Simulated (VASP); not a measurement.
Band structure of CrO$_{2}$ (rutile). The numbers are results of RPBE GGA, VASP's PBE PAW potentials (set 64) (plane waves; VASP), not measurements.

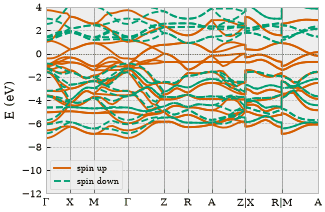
*Bands along high-symmetry lines, zero at the valence-band maximum or, without a gap, the Fermi level*

Q: Read the plot: is there a gap, and where are the band edges?

A: It has no gap at this level: it comes out as a metal or semimetal. (Edges off the drawn lines would not show.)

The compound is CrO2 in the rutile structure. It was relaxed first.
